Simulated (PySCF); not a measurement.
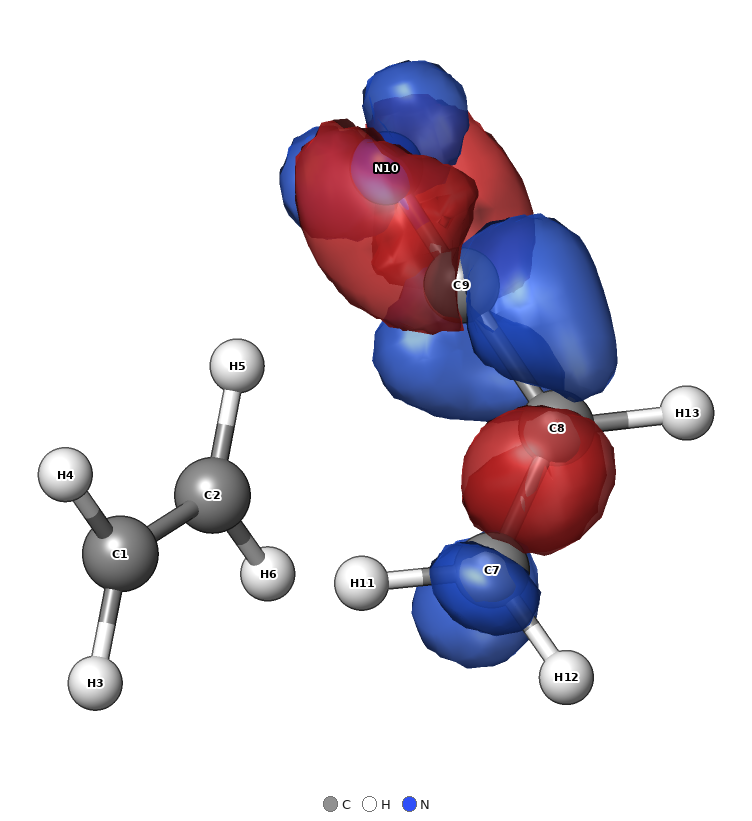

Figure. C₅H₇N, SMILES `C=C.C=CC#N`. Unrelaxed difference density of S₁ less the ground state (CIS singlet states), ±0.03 e/Å³; blue: gain, red: loss.

Level of theory: HF/def2-SVP (PySCF), at a geometry from GFN2-xTB. The pair's geometry is semi-empirical, so its contact may be too short or too long. Without diffuse functions Rydberg states are missing, so the states' numbers hold for this basis only.

The calculation's input:

```python
import numpy as np
from pyscf import gto, scf, dft, tdscf
from pyscf.scf import atom_ks, atom_hf
from scipy.linalg import block_diag

def solve(mol, dm0=None, hcore=None):
    mf = scf.UHF(mol) if mol.spin else scf.RHF(mol)
    mf = mf.density_fit(auxbasis='def2-universal-jkfit')
    mf.conv_tol, mf.max_cycle = 1e-8, 80
    if hcore is not None:
        mf.get_hcore = lambda *args: hcore
    mf.kernel(dm0)
    if not mf.converged:
        mf = mf.newton().run(mf.mo_coeff, mf.mo_occ, max_cycle=30)
    assert mf.converged, 'SCF not converged'
    return mf

mol = gto.M(atom='''
C     -2.29600    -0.18097     0.51521
C     -2.07206     0.31066    -0.68536
H     -2.79330    -1.12639     0.66401
H     -1.99548     0.34499     1.40685
H     -1.57494     1.25587    -0.82690
H     -2.37205    -0.20899    -1.58117
C      0.95250    -1.62894     0.21522
C      1.58589    -0.60357    -0.34162
C      1.33345     0.73520     0.02419
N      1.14456     1.82874     0.31192
H      0.20262    -1.48214     0.97463
H      1.16106    -2.64410    -0.07691
H      2.33748    -0.73474    -1.10981
''', basis='def2-svp', charge=0, spin=0, verbose=4)
mf = solve(mol)
td = mf.TDA()
td.nstates, td.singlet, td.conv_tol = 5, True, 1e-5
td.kernel()
td.analyze()
x, y = np.array([p[0] for p in td.xy]), np.array([p[1] + 0 * p[0] for p in td.xy])
f, mu = td.oscillator_strength(), td.transition_dipole()
nto = [td.get_nto(state=i + 1, verbose=4) for i in range(len(td.e))]
# spherically averaged free atoms, for the promolecule
atm = scf.atom_hf.get_atm_nrhf(mol)
pro = block_diag(*[(atm[a[0]][2] * atm[a[0]][3]) @ atm[a[0]][2].T for a in mol._atom])
np.savez('result.npz', e=td.e, f=f, ok=td.converged, w=[n[0] for n in nto], nto=[n[1] for n in nto], x=x, y=y, c=mf.mo_coeff, occ=mf.mo_occ, eps=mf.mo_energy, pro=pro, mu=mu)
```

Run with:

```sh
OMP_NUM_THREADS=1 python input.py
```

The run took 88 s on 1 thread of Arm Neoverse V1, on a shared host, peak memory 0.49 GiB.

> How does the charge move on excitation?

0.46 e is displaced in all, of which about 0.1 e passes between atoms: N10 (0.10 e) loses electrons and C7 (0.05 e) gains them. The state: 6.96 eV (178 nm), f = 0.268 (bright); the leading pair carries 84 %; hole on N10 (34 %), C9 (21 %) and C7 (20 %), electron on N10 (24 %), C7 (24 %) and C9 (23 %) (shares are of the whole state, not of the leading pair alone); their centroids lie 0.3 Å apart; S₂ lies within 0.1 eV of it.
